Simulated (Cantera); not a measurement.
Feed: 1 mol B, a varied amount of NH3, at 1573.15 K and 315 Torr.

These are equilibrium values from Cantera (NASA tables, ideal gas, pure condensed phases), not measurements of a reactor. Candidate condensed phases: B, BN; 15 gas species. Mutual solubility and eutectic melting of coexisting phases are not modelled. The tables' values for BH2 are old estimates; treat these amounts as uncertain. The numbers say what is thermodynamically allowed, not how fast it happens.

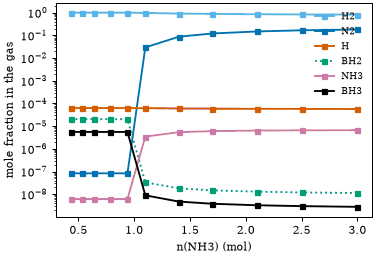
Figure: Equilibrium gas composition (values under 1e-9 drawn at 1e-9)

Read off the mole fractions at 3 mol NH3.

H2 about 0.82, N2 about 0.18, H about 5.7e-5, NH3 about 6.7e-6, BH2 about 1.1e-8.
